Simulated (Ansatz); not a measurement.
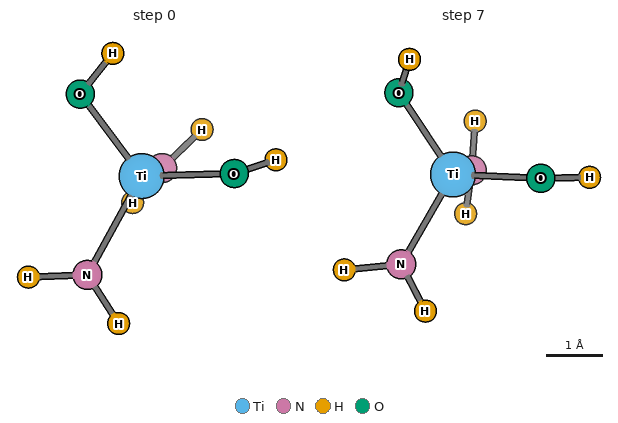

The structure of TiN₂H₆O₂ before (left) and after (right) a relaxation, at one scale.

Style: ball-and-stick. Shown from a free direction.

The run prepares the start of a later molecular dynamics calculation, from a guessed geometry.

All numbers below come from RKS PBE/def2-SVP in Ansatz 0.2.0.

Input file:
```yaml
crystal:
  periodic: [false, false, false]
  atoms:
    - { symbol: Ti, position_ang: [0.0, 0.0, 0.0] }
    - { symbol: "N", position_ang: [0.0, 0.0, 2.06] }
    - { symbol: H, position_ang: [-0.877, -0.2713, 2.59] }
    - { symbol: H, position_ang: [0.877, 0.2713, 2.59] }
    - { symbol: "N", position_ang: [1.9426, 0.0, -0.686] }
    - { symbol: H, position_ang: [2.4408, -0.918, -0.8667] }
    - { symbol: H, position_ang: [2.4438, 0.918, -0.8582] }
    - { symbol: O, position_ang: [-0.9043, 1.5667, -0.6394] }
    - { symbol: H, position_ang: [-1.8621, 1.336, -0.8617] }
    - { symbol: O, position_ang: [-0.9043, -1.5667, -0.6394] }
    - { symbol: H, position_ang: [-1.359, -2.0324, 0.133] }
basis:
  gaussian: { orbitals: def2-SVP }
hamiltonian:
  xc: pbe
relax:
  f_tol: 0.02
  max_steps: 40
```

Launched with:
```bash
ansatz run input.yaml --threads 2 --pin off --max-ram 3072MiB --backend cpu --events-out ev --progress --plain --runs-dir out
```

### Describe what moved and what it gained.

The largest move after the best rigid fit is that of H3, 0.66 Å. By element the largest moves are H 0.66 Å, O 0.24 Å, N 0.23 Å, Ti 0.08 Å. Some distances before and after: Ti1–N2 2.060 → 1.895 Å, Ti1–O10 1.919 → 1.815 Å, O10–H11 1.010 → 0.972 Å, N2–H4 1.060 → 1.025 Å. Bond angles that change, for instance: Ti1–O8–H9 109.5° → 125.6°, Ti1–O10–H11 109.5° → 124.3°, H6–N5–H7 120.0° → 109.6°. Groups turn about Ti1–N2 by about 40°, Ti1–O8 by about 35°. The energy falls by 1.169 eV in 7 geometry steps. The largest force component goes from 2 to 0.018 eV/Å. Cost: 9.1 s on 2 threads of AMD EPYC 9R45 96-Core Processor (Zen 5), on a shared host, peak memory 0.19 GiB.
